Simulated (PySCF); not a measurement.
**Single-point calculation of BSiH6OF**

BSiH6OF, computed with RKS r2SCAN-D4/def2-TZVPP, density fitting (PySCF 2.14.0).

The geometry is a transition state. The reaction was set up to form B1–O6 and F2–H5 and to break B1–F2 and H5–O6 (atoms counted from 1 in the order of the input); sticks are drawn by distance alone. The geometry comes from this level: PBE0-D4/def2-TZVP.

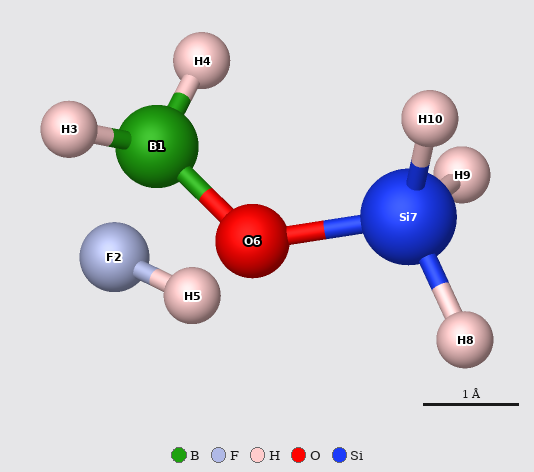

**Figure 1.** The structure (ball-and-stick view, seen at a tilt; atoms are numbered from 1 in the order of the input).

**Input file**
```python
import json, numpy as np
from pyscf import gto, scf, dft, mp, cc
EV, BOHR = 27.211386245988, 0.529177210903
mol = gto.M(atom="""
B -1.358575 0.174507 -0.053767
F -1.654542 -1.434007 -0.095580
H -2.145157 0.655358 0.704576
H -1.281378 0.559743 -1.186981
H -0.657067 -1.289686 0.347808
O -0.039857 -0.188340 0.574846
Si 1.464997 0.283725 0.033046
H 2.457925 -0.424087 0.872578
H 1.631184 -0.087857 -1.393990
H 1.582569 1.750644 0.197663
""", basis="def2-tzvpp", charge=0, spin=0, max_memory=8670, verbose=0)
def mean_field(mol, dm=None):
    mf = dft.RKS(mol, xc="r2scan").density_fit()
    mf.conv_tol = 1e-9; mf.grids.level = 4
    mf.kernel(dm0=dm)
    if not mf.converged: mf = mf.newton().run(mf.mo_coeff, mf.mo_occ)
    assert mf.converged
    return mf
def d4(mol):
    from pyscf.dispersion.dftd4 import DFTD4Dispersion
    real = gto.M(atom=[(mol.atom_pure_symbol(i), mol.atom_coord(i)) for i in range(10)], unit='B', charge=mol.charge, spin=None, basis='def2-svp', verbose=0)
    r = DFTD4Dispersion(real, xc="r2scan", atm=True).get_dispersion(grad=True); return r["energy"], r["gradient"]
def energy_and_gradient(mol, dm=None):
    mf = mean_field(mol, dm); e, g = d4(mol)
    return mf, (mf.e_tot + e) * EV, (mf.nuc_grad_method().kernel()[:10] + g) * EV / BOHR
out = {}
mf = mean_field(mol); e = d4(mol)[0]
out.update(energy=(mf.e_tot + e) * EV, converged=True, dispersion=e * EV)
out['s2'] = mf.spin_square()[0]; out['nelec'] = mol.nelec
print(f"Total energy {out['energy']:.6f} eV, <S^2> {out['s2']:.4f}")
json.dump(out, open("out.json", "w"), default=float)
```

Run on 4 threads of Arm Neoverse V1, 23 GiB of memory available, shared host.

Launched with:
```bash
OMP_NUM_THREADS=4 python run.py
```

**What the program printed**
```
Total energy -13416.090083 eV, <S^2> 0.0000
```

**Results in brief**

```tsv
quantity	value
outcome	converged
total energy	−13416.0901 eV
dispersion energy	−0.0390 eV
wall time	34 s (CPU time 2.2 min)
peak memory	0.81 GiB
```
